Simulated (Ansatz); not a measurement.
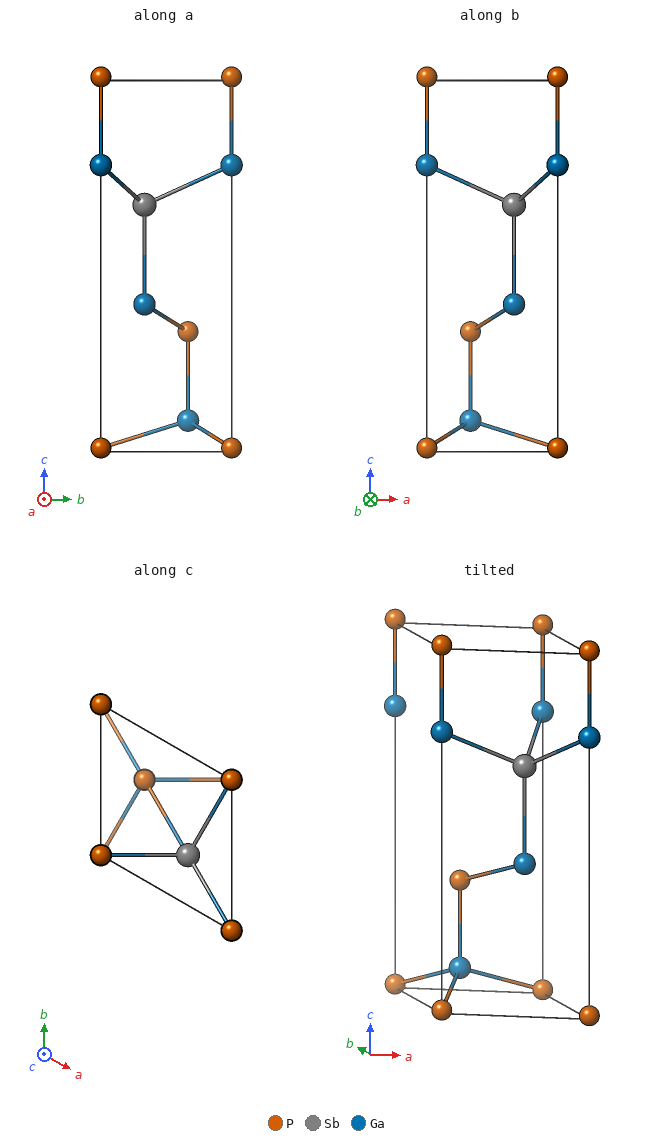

Ball-and-stick drawing of the structure, looking along the a axis, along the b axis, along the c axis and slightly off an axis. The frame is the conventional unit cell; atoms at its boundary are shown with their periodic copies.

Lattice parameters: a = 4.0591 Å, b = 4.0591 Å, c = 9.9830 Å, α = 90.000°, β = 90.000°, γ = 120.000°.

> Give the structure in the form of a CIF in P1 with every atom of the cell, with free fractional coordinates to two decimals.

```cif
data_structure
_symmetry_space_group_name_H-M 'P 1'
_symmetry_Int_Tables_number 1
_cell_length_a 4.0591
_cell_length_b 4.0591
_cell_length_c 9.9830
_cell_angle_alpha 90.000
_cell_angle_beta 90.000
_cell_angle_gamma 120.000
_cell_volume 142.45
loop_
_atom_site_label
_atom_site_type_symbol
_atom_site_fract_x
_atom_site_fract_y
_atom_site_fract_z
_atom_site_occupancy
P1 P 0.00 0.00 0.01 1
P2 P 0.3333 0.6667 0.32 1
Sb1 Sb 0.6667 0.3333 0.66 1
Ga1 Ga 0.3333 0.6667 0.0833 1
Ga2 Ga 0.6667 0.3333 0.40 1
Ga3 Ga 0.00 0.00 0.77 1
```

Starting structure: a structure type filled with these elements by a generator (whether the compound takes this form wasn't checked). It is drawn as it came out of a relaxation with Ansatz 0.2.0, DFT, PBE, plane waves, PAW.
